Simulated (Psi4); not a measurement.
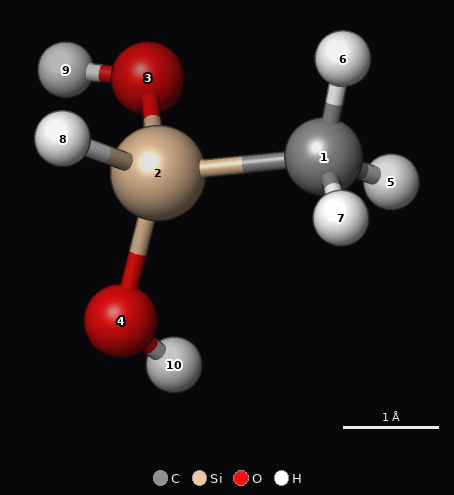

Figure 1. The structure as given in the input (ball-and-stick view, seen at a tilt; atoms are numbered from 1 in the order of the input). Bond lengths as drawn: C–H 1.09 Å, C–Si 1.85 Å, H–O 0.96 Å, H–Si 1.48 Å and O–Si 1.65 Å.

**CH₆O₂Si (charge −1): single-point calculation**

CH₆O₂Si, charge −1, multiplicity 2, computed with PBE/def2-TZVPP, UKS (Psi4 1.11).

The geometry is that of the parent species in another charge or spin state. The geometry comes from this level: PBE0-D4/def2-TZVP.

Input (job.py)
```python
import psi4

psi4.set_memory(1600000000)
psi4.set_num_threads(1)
psi4.core.set_output_file('output.dat', False)

geom = psi4.geometry("""
-1 2
C     -2.44341588     0.65724675    -0.27665590
Si     0.97793327     0.34015070     0.39079536
O      1.22907787    -2.18452340     2.19359409
O      2.69285973     0.11054898    -2.19510587
H     -3.17681859    -1.03897142    -1.20110992
H     -3.50241840     0.92426505     1.47549816
H     -2.80510946     2.27485231    -1.50686761
H      2.05715586     2.58873582     1.67184070
H      2.87521830    -2.58306664     2.83421124
H      2.25274251    -1.18599212    -3.38053106
units bohr
symmetry c1
""")

psi4.set_options({
    'reference': 'uks',
    'puream': True,
    'scf_type': 'df',
    'dft_radial_points': 99,
    'dft_spherical_points': 590,
    'maxiter': 100,
})

e_tot, wfn = psi4.energy('pbe/def2-TZVPP', return_wfn=True)
print(f'pbe/def2-TZVPP energy: {e_tot:.10f} Eh')
```

Machine: 1 thread of Intel Xeon (Sapphire Rapids), 16 GiB of memory available, shared host.

Launched with:
```bash
python job.py
```

Log
```
=> Loading Basis Set <=

    Name: DEF2-TZVPP
    Role: ORBITAL
    Keyword: BASIS

         ---------------------------------------------------------
                                   SCF
                              UKS Reference
                        1 Threads,   1525 MiB Core
         ---------------------------------------------------------

  ==> Geometry <==

    Molecular point group: c1
    Full point group: C1

    Geometry (in Bohr), charge = -1, multiplicity = 2:

       Center              X                  Y                   Z               Mass
    ------------   -----------------  -----------------  -----------------  -----------------
         C           -3.192674124998     0.846729114626    -0.372554510999    12.000000000000
         SI           0.228675025002     0.529633064626     0.294896749001    27.976926534650
         O            0.479819625002    -1.995041035374     2.097695479001    15.994914619570
         O            1.943601485002     0.300031344626    -2.291004480999    15.994914619570
         H           -3.926076834998    -0.849489055374    -1.297008530999     1.007825032230
         H           -4.251676644998     1.113747414626     1.379599549001     1.007825032230
         H           -3.554367704998     2.464334674626    -1.602766220999     1.007825032230
         H            1.307897615002     2.778218184626     1.575942089001     1.007825032230
         H            2.125960055002    -2.393584275374     2.738312629001     1.007825032230
         H            1.503484265002    -0.996509755374    -3.476429670999     1.007825032230

  Running in c1 symmetry.

  Rotational constants: A =      0.21928  B =      0.20007  C =      0.12221 [cm^-1]
  Rotational constants: A =   6573.89923  B =   5997.90954  C =   3663.74784 [MHz]
  Nuclear repulsion =  183.964371712465692

  Charge       = -1
  Multiplicity = 2
  Electrons    = 43
  Nalpha       = 22
  Nbeta        = 21

  ==> Algorithm <==

  SCF Algorithm Type is DF.
  DIIS enabled.
  MOM disabled.
  Fractional occupation disabled.
  Guess Type is SAD.
  Energy threshold   = 1.00e-06
  Density threshold  = 1.00e-06
  Integral threshold = 1.00e-12

  ==> Primary Basis <==

  Basis Set: DEF2-TZVPP
    Blend: DEF2-TZVPP
    Number of shells: 83
    Number of basis functions: 219
    Number of Cartesian functions: 246
    Spherical Harmonics?: true
    Max angular momentum: 3

  ==> DFT Potential <==

   => LibXC <=

    Version 7.1.2

   => Composite Functional: PBE <=

    PBE GGA Exchange-Correlation Functional

    Deriv               =              1
    GGA                 =           TRUE
    Meta                =          FALSE

    Exchange Hybrid     =          FALSE
    MP2 Hybrid          =          FALSE

   => Exchange Functionals <=

    1.0000     XC_GGA_X_PBE

   => Correlation Functionals <=

    1.0000     XC_GGA_C_PBE

   => LibXC Density Thresholds  <==

    XC_GGA_C_PBE:  1.00E-12
    XC_GGA_X_PBE:  1.00E-15

   => Molecular Quadrature <=

    Radial Scheme          =       TREUTLER
    Pruning Scheme         =           NONE
    Nuclear Scheme         =       TREUTLER

    Blocking Scheme        =         OCTREE
    BS radius alpha        =              1
    Pruning alpha          =              1
    Radial Points          =             99
    Spherical Points       =            590
    Total Points           =         554140
    Total Blocks           =           3905
    Max Points             =            256
    Max Functions          =            216
    Weights Tolerance      =       1.00E-15

   => Loading Basis Set <=

    Name: (DEF2-TZVPP AUX)
    Role: JKFIT
    Keyword: DF_BASIS_SCF

  ==> Integral Setup <==

  DFHelper Memory: AOs need 0.173 GiB; user supplied 0.173 GiB.
  SCF_SUBTYPE=INCORE selected. In-core MEM_DF algorithm will be used.
  Using in-core AOs.

  ==> MemDFJK: Density-Fitted J/K Matrices <==

    J tasked:                   Yes
    K tasked:                    No
    wK tasked:                   No
    Memory [MiB]:               176
    Algorithm:                 Core
    Schwarz Cutoff:           1E-12
    Mask sparsity (%):       3.0149
    Fitting Condition:        1E-10

   => Auxiliary Basis Set <=

  Basis Set: (DEF2-TZVPP AUX)
    Blend: DEF2-UNIVERSAL-JKFIT
    Number of shells: 149
    Number of basis functions: 465
    Number of Cartesian functions: 550
    Spherical Harmonics?: true
    Max angular momentum: 4

  Cached 33.3% of DFT collocation blocks in 0.779 [GiB].

  Minimum eigenvalue in the overlap matrix is 4.6117837135E-04.
  Reciprocal condition number of the overlap matrix is 6.2069860726E-05.
    Using symmetric orthogonalization.

  ==> Pre-Iterations <==

  SCF Guess: Superposition of Atomic Densities via on-the-fly atomic UHF (no occupation information).

   -------------------------
    Irrep   Nso     Nmo
   -------------------------
     A        219     219
   -------------------------
    Total     219     219
   -------------------------

  ==> Iterations <==

                           Total Energy        Delta E     RMS |[F,P]|

   @DF-UKS iter SAD:  -480.84816369730089   -4.80848e+02   0.00000e+00
   @DF-UKS iter   1:  -480.44449788714456    4.03666e-01   6.79001e-03 DIIS/ADIIS
   @DF-UKS iter   2:  -476.04197901731334    4.40252e+00   1.44685e-02 DIIS/ADIIS
   @DF-UKS iter   3:  -481.28868666355299   -5.24671e+00   2.22090e-03 DIIS/ADIIS
   @DF-UKS iter   4:  -481.27423561653796    1.44510e-02   2.45365e-03 DIIS/ADIIS
   @DF-UKS iter   5:  -481.41341537049857   -1.39180e-01   6.03163e-04 DIIS/ADIIS
   @DF-UKS iter   6:  -481.41940518497603   -5.98981e-03   2.96086e-04 DIIS/ADIIS
   @DF-UKS iter   7:  -481.41738878070674    2.01640e-03   3.97690e-04 DIIS/ADIIS
   @DF-UKS iter   8:  -481.42387200958262   -6.48323e-03   4.38189e-05 DIIS
   @DF-UKS iter   9:  -481.42395738057536   -8.53710e-05   2.30329e-05 DIIS
   @DF-UKS iter  10:  -481.42396507545220   -7.69488e-06   1.46539e-05 DIIS
   @DF-UKS iter  11:  -481.42397664687485   -1.15714e-05   2.31923e-06 DIIS
   @DF-UKS iter  12:  -481.42397687306914   -2.26194e-07   6.12681e-07 DIIS
  Energy and wave function converged.

  ==> Post-Iterations <==

   Electrons on quadrature grid:
      Nalpha   =   21.9999994046 ; deviation = -5.954e-07
      Nbeta    =   21.0000000345 ; deviation = 3.451e-08
      Ntotal   =   42.9999994391 ; deviation = -5.609e-07

   @Spin Contamination Metric:   5.864137920E-04
   @S^2 Expected:                7.500000000E-01
   @S^2 Observed:                7.505864138E-01
   @S   Expected:                5.000000000E-01
   @S   Observed:                5.000000000E-01

    Orbital Energies [Eh]
    ---------------------

    Alpha Occupied:

       1A    -65.233427     2A    -18.551349     3A    -18.548883
       4A     -9.699408     5A     -4.875741     6A     -3.286992
       7A     -3.285850     8A     -3.285020     9A     -0.729469
      10A     -0.710620    11A     -0.470351    12A     -0.320766
      13A     -0.279192    14A     -0.208815    15A     -0.202457
      16A     -0.180315    17A     -0.150812    18A     -0.146847
      19A     -0.094653    20A     -0.093555    21A     -0.076357
      22A      0.143834

    Alpha Virtual:

      23A      0.159759    24A      0.173547    25A      0.209516
      26A      0.216613    27A      0.234115    28A      0.244916
      29A      0.251035    30A      0.274699    31A      0.319630
      32A      0.340359    33A      0.347403    34A      0.353594
      35A      0.371777    36A      0.383848    37A      0.409187
      38A      0.447495    39A      0.482025    40A      0.494478
      41A      0.510719    42A      0.533280    43A      0.543571
      44A      0.562768    45A      0.565345    46A      0.594560
      47A      0.625364    48A      0.634160    49A      0.654097
      50A      0.689263    51A      0.700716    52A      0.708803
      53A      0.738705    54A      0.778476    55A      0.799429
      56A      0.809555    57A      0.841686    58A      0.885012
      59A      0.906187    60A      0.925553    61A      0.945467
      62A      0.964205    63A      0.978140    64A      0.993891
      65A      0.998481    66A      1.032101    67A      1.050524
      68A      1.062965    69A      1.097100    70A      1.106251
      71A      1.169945    72A      1.211450    73A      1.225376
      74A      1.245459    75A      1.288498    76A      1.308339
      77A      1.329445    78A      1.353232    79A      1.360342
      80A      1.406012    81A      1.408606    82A      1.439088
      83A      1.446533    84A      1.462510    85A      1.503743
      86A      1.540547    87A      1.560945    88A      1.572191
      89A      1.605915    90A      1.619731    91A      1.651004
      92A      1.656148    93A      1.673673    94A      1.715676
      95A      1.797892    96A      1.820537    97A      1.932220
      98A      1.957128    99A      1.981268   100A      1.994545
     101A      2.036976   102A      2.134009   103A      2.145462
     104A      2.176716   105A      2.184135   106A      2.217154
     107A      2.317267   108A      2.358621   109A      2.370893
     110A      2.541869   111A      2.583386   112A      2.621093
     113A      2.636182   114A      2.775349   115A      2.807957
     116A      2.847889   117A      2.880099   118A      2.904678
     119A      2.958676   120A      2.988019   121A      3.004097
     122A      3.030395   123A      3.054390   124A      3.103534
     125A      3.119856   126A      3.153288   127A      3.184583
     128A      3.310685   129A      3.379222   130A      3.390000
     131A      3.404474   132A      3.410692   133A      3.428915
     134A      3.439470   135A      3.444735   136A      3.471844
     137A      3.485663   138A      3.528731   139A      3.549565
     140A      3.564773   141A      3.587646   142A      3.618744
     143A      3.632094   144A      3.639396   145A      3.728719
     146A      3.729935   147A      3.776882   148A      3.807599
     149A      3.859361   150A      3.906047   151A      3.926936
     152A      3.949711   153A      3.972716   154A      4.004748
     155A      4.072212   156A      4.108858   157A      4.121457
     158A      4.138858   159A      4.152900   160A      4.167814
     161A      4.184384   162A      4.217135   163A      4.227758
     164A      4.241905   165A      4.270521   166A      4.339431
     167A      4.346924   168A      4.426972   169A      4.574142
     170A      4.611955   171A      4.616696   172A      4.650200
     173A      4.672289   174A      4.839821   175A      5.010231
     176A      5.054054   177A      5.070911   178A      5.125826
     179A      5.158361   180A      5.167151   181A      5.174201
     182A      5.205500   183A      5.213585   184A      5.253215
     185A      5.293961   186A      5.389728   187A      5.400045
     188A      5.414212   189A      5.443573   190A      5.516984
     191A      5.541244   192A      5.580183   193A      5.670660
     194A      5.674649   195A      5.761054   196A      5.785314
     197A      6.484103   198A      6.504483   199A      6.570689
     200A      6.612915   201A      6.632903   202A      6.663978
     203A      6.669599   204A      6.692312   205A      6.730537
     206A      6.745997   207A      6.757626   208A      6.791409
     209A      6.823744   210A      7.110385   211A      7.244783
     212A      7.317821   213A      7.328716   214A      7.485338
     215A      7.699434   216A     12.246668   217A     23.316520
     218A     43.519174   219A     43.541071

    Beta Occupied:

       1A    -65.233322     2A    -18.549768     3A    -18.547149
       4A     -9.698731     5A     -4.875600     6A     -3.286927
       7A     -3.285533     8A     -3.284889     9A     -0.725790
      10A     -0.706811    11A     -0.468838    12A     -0.317083
      13A     -0.274831    14A     -0.206516    15A     -0.200390
      16A     -0.177672    17A     -0.148546    18A     -0.144035
      19A     -0.092275    20A     -0.091315    21A     -0.073886

    Beta Virtual:

      22A      0.165584    23A      0.175922    24A      0.187767
      25A      0.219243    26A      0.225256    27A      0.246843
      28A      0.248041    29A      0.263715    30A      0.285818
      31A      0.322582    32A      0.346201    33A      0.352052
      34A      0.360393    35A      0.376647    36A      0.391914
      37A      0.416552    38A      0.453810    39A      0.485369
      40A      0.499061    41A      0.518763    42A      0.544036
      43A      0.555303    44A      0.569647    45A      0.574585
      46A      0.602582    47A      0.640300    48A      0.643872
      49A      0.662824    50A      0.694980    51A      0.707972
      52A      0.714848    53A      0.745301    54A      0.784943
      55A      0.805889    56A      0.815805    57A      0.846884
      58A      0.889762    59A      0.912459    60A      0.933960
      61A      0.951785    62A      0.969712    63A      0.985359
      64A      0.999156    65A      1.004104    66A      1.036604
      67A      1.056059    68A      1.068533    69A      1.101869
      70A      1.112058    71A      1.174135    72A      1.217984
      73A      1.231012    74A      1.250523    75A      1.292230
      76A      1.314307    77A      1.339473    78A      1.367577
      79A      1.370484    80A      1.413475    81A      1.420709
      82A      1.444397    83A      1.452804    84A      1.468720
      85A      1.511446    86A      1.550155    87A      1.564084
      88A      1.578700    89A      1.610690    90A      1.625483
      91A      1.655712    92A      1.660804    93A      1.678285
      94A      1.721680    95A      1.801611    96A      1.825418
      97A      1.936019    98A      1.962223    99A      1.986242
     100A      1.997936   101A      2.041168   102A      2.137989
     103A      2.148552   104A      2.181702   105A      2.187560
     106A      2.220999   107A      2.322569   108A      2.363869
     109A      2.374263   110A      2.549024   111A      2.589645
     112A      2.624919   113A      2.639823   114A      2.778422
     115A      2.810549   116A      2.850638   117A      2.882283
     118A      2.906828   119A      2.960756   120A      2.990295
     121A      3.007056   122A      3.033273   123A      3.056736
     124A      3.106267   125A      3.122582   126A      3.155629
     127A      3.187203   128A      3.315703   129A      3.387729
     130A      3.396913   131A      3.410557   132A      3.418458
     133A      3.438094   134A      3.449907   135A      3.456796
     136A      3.474916   137A      3.491176   138A      3.531247
     139A      3.553485   140A      3.568835   141A      3.590273
     142A      3.621421   143A      3.634957   144A      3.642455
     145A      3.731637   146A      3.735454   147A      3.785184
     148A      3.813457   149A      3.861434   150A      3.910205
     151A      3.932637   152A      3.953533   153A      3.977922
     154A      4.011805   155A      4.076825   156A      4.114885
     157A      4.126201   158A      4.149957   159A      4.159548
     160A      4.181582   161A      4.189332   162A      4.230585
     163A      4.232708   164A      4.248633   165A      4.279649
     166A      4.342291   167A      4.359695   168A      4.439761
     169A      4.576221   170A      4.614889   171A      4.620072
     172A      4.653014   173A      4.674494   174A      4.844923
     175A      5.020026   176A      5.055710   177A      5.080160
     178A      5.128347   179A      5.160509   180A      5.169320
     181A      5.177229   182A      5.208287   183A      5.216287
     184A      5.255656   185A      5.295770   186A      5.393108
     187A      5.403433   188A      5.417562   189A      5.447195
     190A      5.519521   191A      5.544392   192A      5.584211
     193A      5.673086   194A      5.677255   195A      5.763022
     196A      5.787532   197A      6.489217   198A      6.510750
     199A      6.573800   200A      6.619356   201A      6.639910
     202A      6.668318   203A      6.674895   204A      6.697403
     205A      6.733556   206A      6.747947   207A      6.760169
     208A      6.793553   209A      6.825528   210A      7.112840
     211A      7.249330   212A      7.322065   213A      7.332583
     214A      7.492557   215A      7.704432   216A     12.247798
     217A     23.317583   218A     43.521291   219A     43.543067

    Final Occupation by Irrep:
              A
    DOCC [    21 ]
    SOCC [     1 ]
    NA   [    22 ]
    NB   [    21 ]

  @DF-UKS Final Energy:  -481.42397687306914

   => Energetics <=

    Nuclear Repulsion Energy =            183.9643717124656916
    One-Electron Energy =               -1037.5966753401989990
    Two-Electron Energy =                 417.9001720097520547
    DFT Exchange-Correlation Energy =     -45.6918452550878413
    Empirical Dispersion Energy =           0.0000000000000000
    VV10 Nonlocal Energy =                  0.0000000000000000
    Total Energy =                       -481.4239768730691367

  UHF NO Occupations:
  HONO-2 :   20  A 1.9999461
  HONO-1 :   21  A 1.9998552
  HONO-0 :   22  A 1.0000000
  LUNO+0 :   23  A 0.0001448
  LUNO+1 :   24  A 0.0000539
  LUNO+2 :   25  A 0.0000291
  LUNO+3 :   26  A 0.0000187

Computation Completed

Properties will be evaluated at   0.000000,   0.000000,   0.000000 [a0]

Properties computed using the SCF density matrix

 Multipole Moments:

 ------------------------------------------------------------------------------------
     Multipole            Electronic (a.u.)      Nuclear  (a.u.)        Total (a.u.)
 ------------------------------------------------------------------------------------

 L = 1.  Multiply by 2.5417464519 to convert [e a0] to [Debye]
 Dipole X            :          2.6691953           -3.3620048           -0.6928094
 Dipole Y            :         -0.3309042            1.0518773            0.7209731
 Dipole Z            :          0.6055144           -0.3355948            0.2699196
 Magnitude           :                                                    1.0356851

 ------------------------------------------------------------------------------------

	total time  =         68 seconds =       1.13 minutes
```

Standard output
```
pbe/def2-TZVPP energy: -481.4239768731 Eh
```

Summary

```tsv
quantity	value
outcome	converged
total energy	−481.423977 hartree
basis functions	219
⟨S²⟩	0.751
wall time	69 s
peak memory	1.2 GiB
```

Further notes kept with the run: unbound anion.
